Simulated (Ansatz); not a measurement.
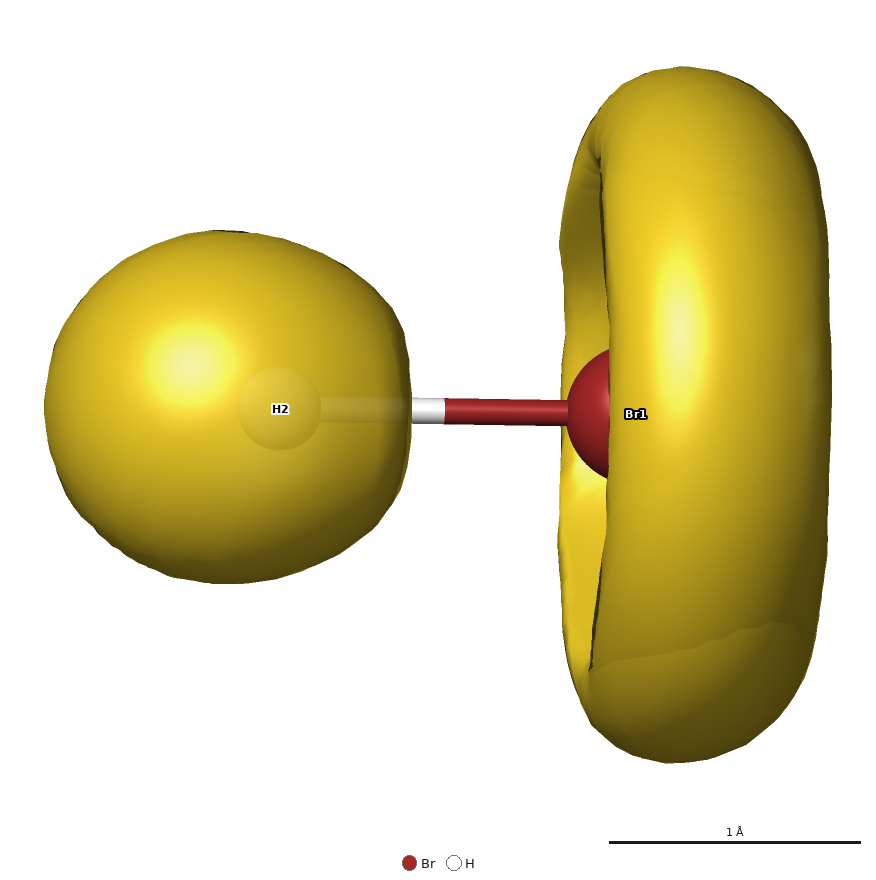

The picture shows: HBr. Isosurface of the ELF at 0.85 (yellow), seen from one side. Only the valence region is drawn (cores and ρ < 0.01 e/Å³ removed).

Geometry: PBE0-D4/def2-TZVP.

Theory: RKS PBE0-D4/def2-TZVPPD in Ansatz.

```xyz
2

Br   -0.8040   -0.0161    2.0209
H    -0.4172   -0.2739    0.6725
```

### Where are the electrons localised?

The ELF exceeds this value in one region around a hydrogen nucleus and one ring or bowl of non-bonding electrons around Br.

Values along the shortest contacts:
Br–H (1.43 Å): the ELF climbs to about 1 towards the hydrogen, as it does in any bond to H.
